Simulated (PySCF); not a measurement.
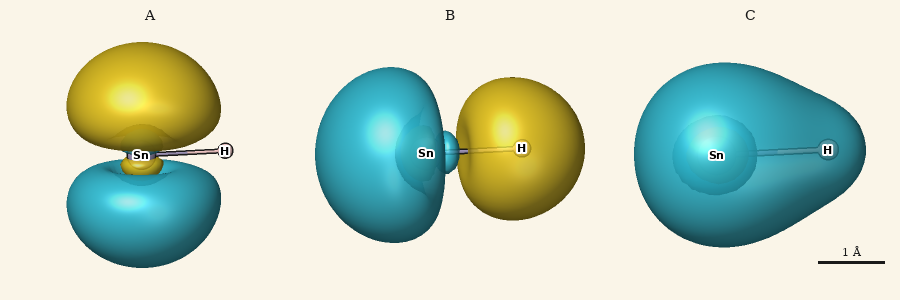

The picture shows: SnH (charge +1). Three frontier orbitals, each drawn at the value that holds 80 % of its norm (yellow and cyan are the two phases), in no order; of a degenerate pair one member is drawn.

Core potentials replace the inner electrons of Sn.

Method: PySCF, PBE0/cc-pVTZ(-PP), non-relativistic Hamiltonian with scalar-relativistic core potentials where named, at a bond length of 1.766 Å.

Question: Label each orbital by symmetry, say whether it is occupied, and order them by energy.

Answer: Orbital C: σ, occupied, −19.74 eV; mainly on Sn (85 %).
Orbital B: σ, occupied, −13.88 eV; shared between the atoms (Sn 65 %, H 35 %).
Orbital A: π, empty, −9.41 eV; almost wholly on Sn.
